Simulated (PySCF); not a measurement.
CS

```
atom   x (Å)   y (Å)    z (Å)
   C  0.0000  0.0000  -1.1226
   S  0.0000  0.0000   0.4214
```

Computed with PBE0/cc-pVDZ(-PP), non-relativistic Hamiltonian with scalar-relativistic core potentials where named, at a bond length of 1.544 Å (PySCF).

Q: What will maps of the electron density and electron localisation function show?

A: C–S (1.54 Å): the density is about 1.9 e/Å³ at the midpoint; the ELF peaks at about 0.90 between the atoms; a covalent bond.

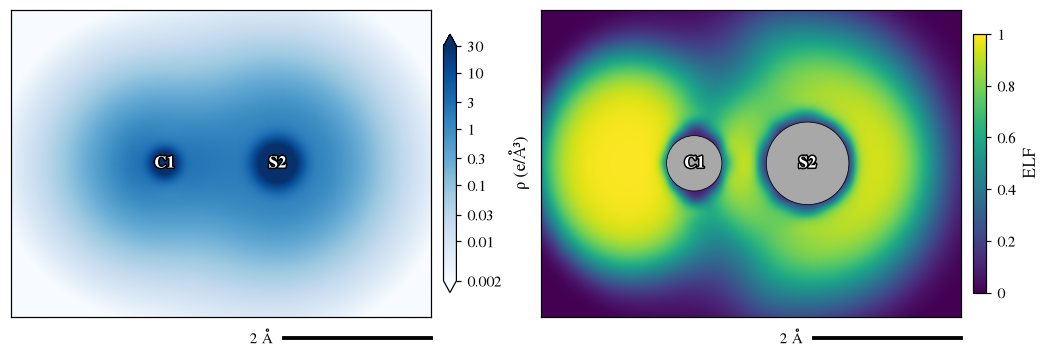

Computed electron density and electron localisation function on a plane that holds the molecular axis, in this order. Grey discs cover the atomic cores in the ELF map. 
